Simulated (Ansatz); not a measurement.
# SiHF (triplet): wB97M-V, B2PLYP over vertical spin and charge gaps, def2-QZVPP

Aim: run SiHF (triplet) with these functionals over vertical spin and charge gaps, and hold them against the top wave-function level at the same points.

Program: Ansatz 0.2.0, Gaussian basis. Level of theory: def2-QZVPP, all electrons in the functionals, frozen cores in the correlation of double hybrids and RPA. These are calculated values, not measurements.

To be run: wB97M-V, B2PLYP, at charge 0, triplet; charge 0, singlet; charge 0, quintet; charge 1, doublet; charge 1, quartet.

2 further runs of the same task are left out: 2 set aside as unsound or not needed.

## Step 1: The system

The geometry is a PBE0/def2-TZVP stationary point (not a proven minimum).

3 atoms, charge 0, spin multiplicity 3.

Atoms are counted from 1 here; the program's logs count them from 0.

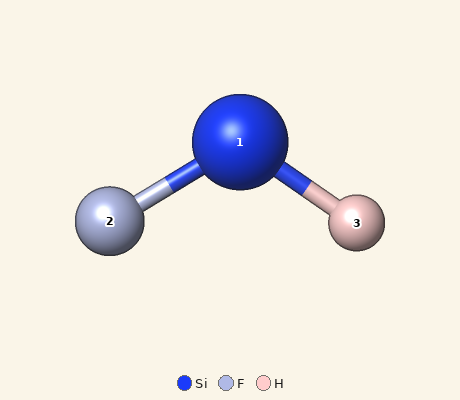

The structure; silicon blue, fluorine light blue, hydrogen pink; atoms are numbered from 1 in the order of the file.

No dispersion term is added; wB97M-V holds VV10 nonlocal correlation.

The geometry shown and the zero of energy belong to the point charge 0, triplet. The yardstick, UCCSD(T), and other wave-function levels (R restricted, U unrestricted, valence and pair active spaces) come from earlier runs.

## Step 2: wB97M-V, charge 0, triplet

The input, in.yaml:

```yaml
crystal:
  periodic: [false, false, false]
  atoms:
    - {symbol: Si, position_ang: [0.000000, -0.099697, 0.614355]}
    - {symbol: F, position_ang: [0.000000, 0.084478, -0.981128]}
    - {symbol: H, position_ang: [0.000000, 1.185681, 1.374490]}
basis:
  gaussian: {orbitals: "def2-QZVPP.json"}
magnetization: {spin_polarized: true, initial_magnetization: 2}
hamiltonian: {xc: {name: wB97M-V}}
output: {orbitals: {seedname: orbitals}}
```

Launch:

```bash
ansatz run in.yaml --threads 1 --pin off --events-out ev --progress --plain --max-ram 2393MiB
```

The log of the run (excerpt; [...] marks lines left out):

```text
Functional definition: wB97M-V
  name "wB97M-V"
  cite "Mardirossian & Head-Gordon, J. Chem. Phys. 144, 214110 (2016) doi:10.1063/1.4952647"
  cite "Becke, J. Chem. Phys. 107, 8554 (1997) doi:10.1063/1.475007"
  cite "Vydrov & Van Voorhis, J. Chem. Phys. 133, 244103 (2010) doi:10.1063/1.3521275"
  # Of w^i u^j: cxij and so on, Table III.
[...]
  gx(w, u) = 1 - cx + cx01*u + cx10*w
  gss(w, u) = css00 + css04*u^4 + css10*w + css20*w^2 + css43*w^4*u^3
  gos(w, u) = cos00 + cos10*w + (cos20 + cos21*u)*w^2 + (cos60 + cos61*u)*w^6
[...]
      + integral(e_c_pw_mod_opposite_spin*gos(b97_w_opposite, b97_u_opposite)) + vv10(b, c)
606 factors; their error is unknown
119 factors; integrals over basis functions are off by at most 4.9e-5 eV
[...]
mean field -10609.46139843 eV, -389.8905150410 hartree, gradient 3.8e-5 eV, S^2 2.001732; 0 other end points of the search recorded, 0 dependent functions left out
reference -10609.46143883 eV, -389.8905165259 hartree; 13, 11 occupied and 144, 146 virtual orbitals, 606 factors
Total energy: -10609.46143883 eV, -389.8905165259 hartree
```

Run time: 12 s. Hardware: 1 thread of Arm Neoverse V1, shared host; peak memory 0.33 GiB.

From the report: ⟨S²⟩ of the determinant 2.002 (pure triplet: 2.00).

## Step 3: wB97M-V, charge 0, singlet

in.yaml, as its differences from that of step 2:

```diff
@@ -8,3 +8,3 @@
   gaussian: {orbitals: "def2-QZVPP.json"}
-magnetization: {spin_polarized: true, initial_magnetization: 2}
+magnetization: {spin_polarized: true, initial_magnetization: 0}
 hamiltonian: {xc: {name: wB97M-V}}
```

The command is unchanged.

The log of the run (excerpt; [...] marks lines left out):

```text
Functional definition: wB97M-V
  name "wB97M-V"
  cite "Mardirossian & Head-Gordon, J. Chem. Phys. 144, 214110 (2016) doi:10.1063/1.4952647"
  cite "Becke, J. Chem. Phys. 107, 8554 (1997) doi:10.1063/1.475007"
  cite "Vydrov & Van Voorhis, J. Chem. Phys. 133, 244103 (2010) doi:10.1063/1.3521275"
  # Of w^i u^j: cxij and so on, Table III.
[...]
  gx(w, u) = 1 - cx + cx01*u + cx10*w
  gss(w, u) = css00 + css04*u^4 + css10*w + css20*w^2 + css43*w^4*u^3
  gos(w, u) = cos00 + cos10*w + (cos20 + cos21*u)*w^2 + (cos60 + cos61*u)*w^6
[...]
      + integral(e_c_pw_mod_opposite_spin*gos(b97_w_opposite, b97_u_opposite)) + vv10(b, c)
606 factors; their error is unknown
119 factors; integrals over basis functions are off by at most 4.9e-5 eV
[...]
mean field -10611.05773512 eV, -389.9491793324 hartree, gradient 3.0e-5 eV, S^2 0.000000; 1 other end points of the search recorded, 0 dependent functions left out
reference -10611.05777585 eV, -389.9491808291 hartree; 12, 12 occupied and 145, 145 virtual orbitals, 606 factors
Total energy: -10611.05777585 eV, -389.9491808291 hartree
```

It took 17 s on 1 thread of Arm Neoverse V1, shared host; peak memory 0.34 GiB.

From the report: ⟨S²⟩ of the determinant 0.000 (pure singlet: 0.00).

From charge 0, triplet: -1.596 eV.

## Step 4: wB97M-V, charge 0, quintet

in.yaml, as its differences from that of step 3:

```diff
@@ -8,3 +8,3 @@
   gaussian: {orbitals: "def2-QZVPP.json"}
-magnetization: {spin_polarized: true, initial_magnetization: 0}
+magnetization: {spin_polarized: true, initial_magnetization: 4}
 hamiltonian: {xc: {name: wB97M-V}}
```

Same command.

The log of the run (excerpt; [...] marks lines left out):

```text
Functional definition: wB97M-V
  name "wB97M-V"
  cite "Mardirossian & Head-Gordon, J. Chem. Phys. 144, 214110 (2016) doi:10.1063/1.4952647"
  cite "Becke, J. Chem. Phys. 107, 8554 (1997) doi:10.1063/1.475007"
  cite "Vydrov & Van Voorhis, J. Chem. Phys. 133, 244103 (2010) doi:10.1063/1.3521275"
  # Of w^i u^j: cxij and so on, Table III.
[...]
  gx(w, u) = 1 - cx + cx01*u + cx10*w
  gss(w, u) = css00 + css04*u^4 + css10*w + css20*w^2 + css43*w^4*u^3
  gos(w, u) = cos00 + cos10*w + (cos20 + cos21*u)*w^2 + (cos60 + cos61*u)*w^6
[...]
      + integral(e_c_pw_mod_opposite_spin*gos(b97_w_opposite, b97_u_opposite)) + vv10(b, c)
606 factors; their error is unknown
119 factors; integrals over basis functions are off by at most 4.9e-5 eV
[...]
mean field -10600.47741368 eV, -389.5603596910 hartree, gradient 5.3e-5 eV, S^2 6.002311; 3 other end points of the search recorded, 0 dependent functions left out
reference -10600.47745170 eV, -389.5603610882 hartree; 14, 10 occupied and 143, 147 virtual orbitals, 606 factors
Total energy: -10600.47745170 eV, -389.5603610882 hartree
```

It took 20 s on 1 thread of Arm Neoverse V1, shared host; peak memory 0.33 GiB.

From the report: ⟨S²⟩ of the determinant 6.002 (pure quintet: 6.00).

From charge 0, triplet: +8.984 eV.

## Step 5: wB97M-V, charge 1, doublet

in.yaml, as its differences from that of step 4:

```diff
@@ -8,3 +8,4 @@
   gaussian: {orbitals: "def2-QZVPP.json"}
-magnetization: {spin_polarized: true, initial_magnetization: 4}
+total_charge: 1
+magnetization: {spin_polarized: true, initial_magnetization: 1}
 hamiltonian: {xc: {name: wB97M-V}}
```

The command is unchanged.

The log of the run (excerpt; [...] marks lines left out):

```text
Functional definition: wB97M-V
  name "wB97M-V"
  cite "Mardirossian & Head-Gordon, J. Chem. Phys. 144, 214110 (2016) doi:10.1063/1.4952647"
  cite "Becke, J. Chem. Phys. 107, 8554 (1997) doi:10.1063/1.475007"
  cite "Vydrov & Van Voorhis, J. Chem. Phys. 133, 244103 (2010) doi:10.1063/1.3521275"
  # Of w^i u^j: cxij and so on, Table III.
[...]
  gx(w, u) = 1 - cx + cx01*u + cx10*w
  gss(w, u) = css00 + css04*u^4 + css10*w + css20*w^2 + css43*w^4*u^3
  gos(w, u) = cos00 + cos10*w + (cos20 + cos21*u)*w^2 + (cos60 + cos61*u)*w^6
[...]
      + integral(e_c_pw_mod_opposite_spin*gos(b97_w_opposite, b97_u_opposite)) + vv10(b, c)
606 factors; their error is unknown
119 factors; integrals over basis functions are off by at most 4.9e-5 eV
[...]
mean field -10601.82050504 eV, -389.6097173883 hartree, gradient 4.5e-5 eV, S^2 0.753733; 0 other end points of the search recorded, 0 dependent functions left out
reference -10601.82054260 eV, -389.6097187686 hartree; 12, 11 occupied and 145, 146 virtual orbitals, 606 factors
Total energy: -10601.82054260 eV, -389.6097187686 hartree
```

Wall time 12 s (1 thread of Arm Neoverse V1, shared host); peak memory 0.33 GiB.

From the report: ⟨S²⟩ of the determinant 0.754 (pure doublet: 0.75).

From charge 0, triplet: +7.641 eV.

## Step 6: wB97M-V, charge 1, quartet

in.yaml, as its differences from that of step 5:

```diff
@@ -9,3 +9,3 @@
 total_charge: 1
-magnetization: {spin_polarized: true, initial_magnetization: 1}
+magnetization: {spin_polarized: true, initial_magnetization: 3}
 hamiltonian: {xc: {name: wB97M-V}}
```

Same command.

The log of the run (excerpt; [...] marks lines left out):

```text
Functional definition: wB97M-V
  name "wB97M-V"
  cite "Mardirossian & Head-Gordon, J. Chem. Phys. 144, 214110 (2016) doi:10.1063/1.4952647"
  cite "Becke, J. Chem. Phys. 107, 8554 (1997) doi:10.1063/1.475007"
  cite "Vydrov & Van Voorhis, J. Chem. Phys. 133, 244103 (2010) doi:10.1063/1.3521275"
  # Of w^i u^j: cxij and so on, Table III.
[...]
  gx(w, u) = 1 - cx + cx01*u + cx10*w
  gss(w, u) = css00 + css04*u^4 + css10*w + css20*w^2 + css43*w^4*u^3
  gos(w, u) = cos00 + cos10*w + (cos20 + cos21*u)*w^2 + (cos60 + cos61*u)*w^6
[...]
      + integral(e_c_pw_mod_opposite_spin*gos(b97_w_opposite, b97_u_opposite)) + vv10(b, c)
606 factors; their error is unknown
119 factors; integrals over basis functions are off by at most 4.9e-5 eV
[...]
mean field -10594.92268968 eV, -389.3562273491 hartree, gradient 2.2e-5 eV, S^2 3.756858; 3 other end points of the search recorded, 0 dependent functions left out
reference -10594.92273073 eV, -389.3562288576 hartree; 13, 10 occupied and 144, 147 virtual orbitals, 606 factors
Total energy: -10594.92273073 eV, -389.3562288576 hartree
```

It took 34 s on 1 thread of Arm Neoverse V1, shared host; peak memory 0.41 GiB.

From the report: ⟨S²⟩ of the determinant 3.757 (pure quartet: 3.75).

From charge 0, triplet: +14.539 eV.

## Step 7: B2PLYP, charge 0, triplet

The input, in.yaml:

```yaml
crystal:
  periodic: [false, false, false]
  atoms:
    - {symbol: Si, position_ang: [0.000000, -0.099697, 0.614355]}
    - {symbol: F, position_ang: [0.000000, 0.084478, -0.981128]}
    - {symbol: H, position_ang: [0.000000, 1.185681, 1.374490]}
basis:
  gaussian: {orbitals: "def2-QZVPP.json"}
magnetization: {spin_polarized: true, initial_magnetization: 2}
hamiltonian: {xc: {name: B2PLYP}}
correlation: {electrons: outside_noble_gas}
```

Same command.

The log of the run (excerpt; [...] marks lines left out):

```text
Functional definition: B2PLYP
  name "B2PLYP"
  cite "Grimme, J. Chem. Phys. 124, 034108 (2006) doi:10.1063/1.2148954"
  cite "Becke, Phys. Rev. A 38, 3098 (1988) doi:10.1103/PhysRevA.38.3098"
  cite "Lee, Yang & Parr, Phys. Rev. B 37, 785 (1988) doi:10.1103/PhysRevB.37.785"
[...]
945 factors; integrals over basis functions are off by at most 9.0e-4 eV
[...]
mean field -10603.26871223 eV, -389.6629380208 hartree, gradient 3.5e-6 eV, S^2 2.004147; 0 other end points of the search recorded, 0 dependent functions left out
6 core orbitals not correlated: weight in the atoms' cores, before any rotation towards them, 1.000 or more for the frozen orbitals, at most 0.000 for the correlated occupied ones
reference -10603.26883647 eV, -389.6629425864 hartree; 7, 5 occupied and 144, 146 virtual orbitals, 945 factors
second order -11.74527781 eV of doubles, -0.00000000 eV of singles
Total energy: -10606.44006147 eV, -389.7794829559 hartree
```

Wall time 7 s (1 thread of Arm Neoverse V1, shared host); peak memory 0.28 GiB.

From the report: ⟨S²⟩ of the determinant 2.004 (pure triplet: 2.00).

## Step 8: B2PLYP, charge 0, singlet

in.yaml, as its differences from that of step 7:

```diff
@@ -8,3 +8,3 @@
   gaussian: {orbitals: "def2-QZVPP.json"}
-magnetization: {spin_polarized: true, initial_magnetization: 2}
+magnetization: {spin_polarized: true, initial_magnetization: 0}
 hamiltonian: {xc: {name: B2PLYP}}
```

The command is unchanged.

The log of the run (excerpt; [...] marks lines left out):

```text
Functional definition: B2PLYP
  name "B2PLYP"
  cite "Grimme, J. Chem. Phys. 124, 034108 (2006) doi:10.1063/1.2148954"
  cite "Becke, Phys. Rev. A 38, 3098 (1988) doi:10.1103/PhysRevA.38.3098"
  cite "Lee, Yang & Parr, Phys. Rev. B 37, 785 (1988) doi:10.1103/PhysRevB.37.785"
[...]
945 factors; integrals over basis functions are off by at most 9.0e-4 eV
[...]
mean field -10604.44714146 eV, -389.7062444964 hartree, gradient 2.5e-6 eV, S^2 0.077316; 4 other end points of the search recorded, 0 dependent functions left out
6 core orbitals not correlated: weight in the atoms' cores, before any rotation towards them, 1.000 or more for the frozen orbitals, at most 0.000 for the correlated occupied ones
reference -10604.44726567 eV, -389.7062490610 hartree; 6, 6 occupied and 145, 145 virtual orbitals, 945 factors
second order -12.43371822 eV of doubles, -0.00000000 eV of singles
Total energy: -10607.80436959 eV, -389.8296203545 hartree
```

It took 20 s on 1 thread of Arm Neoverse V1, shared host; peak memory 0.32 GiB.

From the report: ⟨S²⟩ of the determinant 0.077 (pure singlet: 0.00).

From charge 0, triplet: -1.364 eV.

## Step 9: B2PLYP, charge 0, quintet

in.yaml, as its differences from that of step 8:

```diff
@@ -8,3 +8,3 @@
   gaussian: {orbitals: "def2-QZVPP.json"}
-magnetization: {spin_polarized: true, initial_magnetization: 0}
+magnetization: {spin_polarized: true, initial_magnetization: 4}
 hamiltonian: {xc: {name: B2PLYP}}
```

Same command.

The log of the run (excerpt; [...] marks lines left out):

```text
Functional definition: B2PLYP
  name "B2PLYP"
  cite "Grimme, J. Chem. Phys. 124, 034108 (2006) doi:10.1063/1.2148954"
  cite "Becke, Phys. Rev. A 38, 3098 (1988) doi:10.1103/PhysRevA.38.3098"
  cite "Lee, Yang & Parr, Phys. Rev. B 37, 785 (1988) doi:10.1103/PhysRevB.37.785"
[...]
945 factors; integrals over basis functions are off by at most 9.0e-4 eV
[...]
mean field -10594.38774355 eV, -389.3365684416 hartree, gradient 7.0e-6 eV, S^2 6.004023; 2 other end points of the search recorded, 0 dependent functions left out
6 core orbitals not correlated: weight in the atoms' cores, before any rotation towards them, 1.000 or more for the frozen orbitals, at most 0.000 for the correlated occupied ones
reference -10594.38786876 eV, -389.3365730430 hartree; 8, 4 occupied and 143, 147 virtual orbitals, 945 factors
second order -11.36474887 eV of doubles, -0.00000000 eV of singles
Total energy: -10597.45635096 eV, -389.4493376838 hartree
```

It took 9.5 s on 1 thread of Arm Neoverse V1, shared host; peak memory 0.28 GiB.

From the report: ⟨S²⟩ of the determinant 6.004 (pure quintet: 6.00).

From charge 0, triplet: +8.984 eV.

## Step 10: B2PLYP, charge 1, doublet

in.yaml, as its differences from that of step 9:

```diff
@@ -8,3 +8,4 @@
   gaussian: {orbitals: "def2-QZVPP.json"}
-magnetization: {spin_polarized: true, initial_magnetization: 4}
+total_charge: 1
+magnetization: {spin_polarized: true, initial_magnetization: 1}
 hamiltonian: {xc: {name: B2PLYP}}
```

Launched as before.

The log of the run (excerpt; [...] marks lines left out):

```text
Functional definition: B2PLYP
  name "B2PLYP"
  cite "Grimme, J. Chem. Phys. 124, 034108 (2006) doi:10.1063/1.2148954"
  cite "Becke, Phys. Rev. A 38, 3098 (1988) doi:10.1103/PhysRevA.38.3098"
  cite "Lee, Yang & Parr, Phys. Rev. B 37, 785 (1988) doi:10.1103/PhysRevB.37.785"
[...]
945 factors; integrals over basis functions are off by at most 9.0e-4 eV
[...]
mean field -10595.54792859 eV, -389.3792044555 hartree, gradient 3.8e-6 eV, S^2 0.758910; 2 other end points of the search recorded, 0 dependent functions left out
6 core orbitals not correlated: weight in the atoms' cores, before any rotation towards them, 1.000 or more for the frozen orbitals, at most 0.000 for the correlated occupied ones
reference -10595.54804322 eV, -389.3792086679 hartree; 6, 5 occupied and 145, 146 virtual orbitals, 945 factors
second order -11.56832514 eV of doubles, -0.00000000 eV of singles
Total energy: -10598.67149101 eV, -389.4939932570 hartree
```

It took 10 s on 1 thread of Arm Neoverse V1, shared host; peak memory 0.37 GiB.

From the report: ⟨S²⟩ of the determinant 0.759 (pure doublet: 0.75).

From charge 0, triplet: +7.769 eV.

## Step 11: B2PLYP, charge 1, quartet

in.yaml, as its differences from that of step 10:

```diff
@@ -9,3 +9,3 @@
 total_charge: 1
-magnetization: {spin_polarized: true, initial_magnetization: 1}
+magnetization: {spin_polarized: true, initial_magnetization: 3}
 hamiltonian: {xc: {name: B2PLYP}}
```

Launched as before.

The log of the run (excerpt; [...] marks lines left out):

```text
Functional definition: B2PLYP
  name "B2PLYP"
  cite "Grimme, J. Chem. Phys. 124, 034108 (2006) doi:10.1063/1.2148954"
  cite "Becke, Phys. Rev. A 38, 3098 (1988) doi:10.1103/PhysRevA.38.3098"
  cite "Lee, Yang & Parr, Phys. Rev. B 37, 785 (1988) doi:10.1103/PhysRevB.37.785"
[...]
945 factors; integrals over basis functions are off by at most 9.0e-4 eV
[...]
mean field -10589.06430878 eV, -389.1409358222 hartree, gradient 9.1e-6 eV, S^2 3.761234; 7 other end points of the search recorded, 0 dependent functions left out
6 core orbitals not correlated: weight in the atoms' cores, before any rotation towards them, 1.000 or more for the frozen orbitals, at most 0.000 for the correlated occupied ones
reference -10589.06443184 eV, -389.1409403445 hartree; 7, 4 occupied and 144, 147 virtual orbitals, 945 factors
second order -10.93713309 eV of doubles, -0.00000000 eV of singles
Total energy: -10592.01745778 eV, -389.2494620460 hartree
```

Wall time 23 s (1 thread of Arm Neoverse V1, shared host); peak memory 0.38 GiB.

From the report: ⟨S²⟩ of the determinant 3.761 (pure quartet: 3.75).

From charge 0, triplet: +14.423 eV.

## Step 12: The comparison

No level is safe as a reference over these points; UCCSD(T) serves as a yardstick only. It comes from earlier runs at the same points. Energies in eV, counted from charge 0, triplet; blanks weren't run or aren't comparable.

| level | triplet to singlet | triplet to quintet | ionisation to the doublet cation | ionisation to the quartet cation |
| --- | --- | --- | --- | --- |
| UCCSD(T) |  | 8.865 | 7.893 | 14.484 |
| wB97M-V | -1.596 | 8.984 | 7.641 | 14.539 |
| B2PLYP | -1.364 | 8.984 | 7.769 | 14.423 |

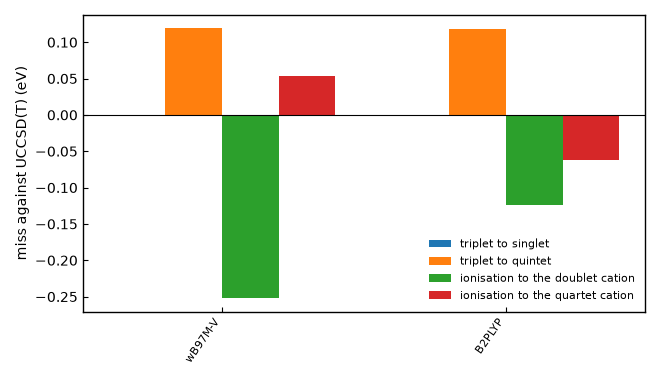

Misses of the gaps against UCCSD(T).

Largest miss and mean time a point (UCCSD(T) took 65 s a point; shared hosts):

| level | largest miss (eV) | where | time a point |
| --- | --- | --- | --- |
| wB97M-V | -0.252 | ionisation to the doublet cation | 19 s |
| B2PLYP | -0.124 | ionisation to the doublet cation | 14 s |

## Step 13: Summary of results

```
                                  quantity                                         value
              triplet to quintet, UCCSD(T)                                      8.865 eV
ionisation to the doublet cation, UCCSD(T)                                      7.893 eV
ionisation to the quartet cation, UCCSD(T)                                     14.484 eV
                     largest miss, wB97M-V  -0.252 eV (ionisation to the doublet cation)
                      largest miss, B2PLYP  -0.124 eV (ionisation to the doublet cation)
```

What this shows: Misses are known at 3 of 4 points at best, and only functionals with that many are ranked. Of the functionals, B2PLYP keep the smallest largest miss at the points compared (at most 0.124 eV) and wB97M-V strays most (0.252 eV, at ionisation to the doublet cation). Functionals and the yardstick converge differently with the basis, so part of each miss in def2-QZVPP is the basis. The yardstick itself may be off where one determinant is a poor start.
